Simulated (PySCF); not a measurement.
SMILES COCC(C)O at its GFN2-xTB optimised geometry (Å):

```
16

C     -0.4494    -2.8255    -2.2251
O     -0.0608    -2.0228    -1.1419
C     -0.5587    -0.7037    -1.2199
C     -0.0337     0.0624     0.0000
C     -0.5145     1.5073     0.0000
O      1.3748     0.0624     0.0000
H     -0.0827    -2.4162    -3.1748
H     -0.0111    -3.8074    -2.0586
H     -1.5411    -2.9163    -2.2800
H     -0.2045    -0.2202    -2.1432
H     -1.6584    -0.7065    -1.2254
H     -0.4003    -0.4529     0.9036
H     -0.1721     2.0091    -0.9010
H     -1.5989     1.5472     0.0467
H     -0.0979     2.0228     0.8601
H      1.6584    -0.8425    -0.1790
```

Computed with PBE0/def2-TZVP run with PySCF. Cells within 0.4 Å of a nucleus heavier than hydrogen are left out (blank, or x).

Map of the Laplacian of the electron density (e/bohr⁵), clipped to [-1.50, 1.50] on the plane z = 0.0 Å:

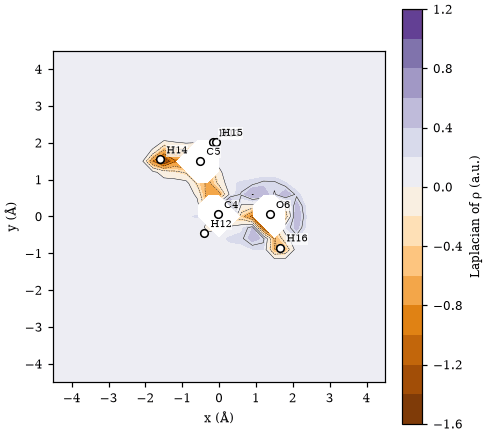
*Laplacian of the electron density (e/bohr⁵), clipped to [-1.50, 1.50] on the plane z = 0.0 Å.*
